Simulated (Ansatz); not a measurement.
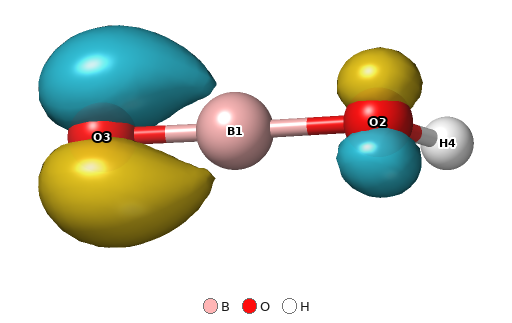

BHO$_{2}$. One frontier orbital at ±0.3 Å⁻³ᐟ² (yellow and cyan are the two phases), seen from one side.

Geometry: PBE0-D4/def2-TZVP.

The calculation used RKS PBE0-D4/def2-TZVP in Ansatz 0.2.0.

```xyz
4

B    -0.3701    0.3300    0.1140
O     0.8692   -0.0837   -0.0856
O    -1.4862    0.7566    0.3080
H     0.9871   -1.0029   -0.3365
```

> Which orbital is it: HOMO or LUMO?

The HOMO, at −9.39 eV. It lies mainly on O3 (about 65 %), B1 (about 15 %) and O2 (about 15 %); it changes sign across the molecular plane (π type); π-antibonding (a node) across B1–O2.
